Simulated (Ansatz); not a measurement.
Cost and result by functional for the surface energy of the (10-10) surface of hcp Zr in its 1x1 cell, outermost plane spacing 0.93 Å in the ideal cut, in Ansatz (plane waves, PAW). Single points on the PBE structure, on one kind of machine; costs are rough ratios of the slab run's core time (references not counted) to the cheapest single point. r2SCAN's cost holds its higher cutoff (500 against 420 eV). Differences are taken against r2SCAN for comparison alone: no measured value is at hand, so the table doesn't rank accuracy.

Model: 10-atom slab, 12.1 Å thick at the start, 12x7x1 mesh, Fermi-Dirac 0.1 eV, dipole correction, all atoms relaxed; held to the start's symmetry, so lower structures may exist; no spin, no spin-orbit, no U. These notes are the PBE run's.

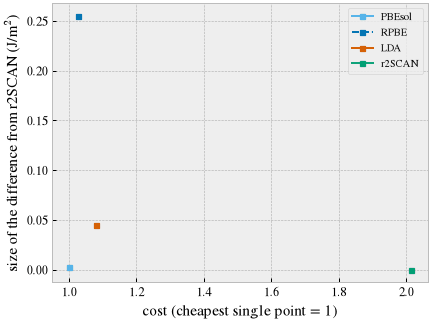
Figure: Difference from r2SCAN against cost

```json
[
 {"functional": "PBEsol", "relative cost": "1", "surface energy (J/m²)": "1.82", "less r2SCAN (J/m²)": "0.00"},
 {"functional": "RPBE", "relative cost": "1", "surface energy (J/m²)": "1.56", "less r2SCAN (J/m²)": "-0.26"},
 {"functional": "LDA", "relative cost": "1", "surface energy (J/m²)": "1.86", "less r2SCAN (J/m²)": "0.04"},
 {"functional": "r2SCAN", "relative cost": "2", "surface energy (J/m²)": "1.82", "less r2SCAN (J/m²)": "0.00"},
 {"functional": "PBE (the relaxed run's value)", "relative cost": "–", "surface energy (J/m²)": "1.67", "less r2SCAN (J/m²)": "-0.15"}
]
```

The values span 0.30 J/m², while the single points' costs differ by a factor of roughly 2. Differences are of unrounded values.

Ansatz is a first-principles code.
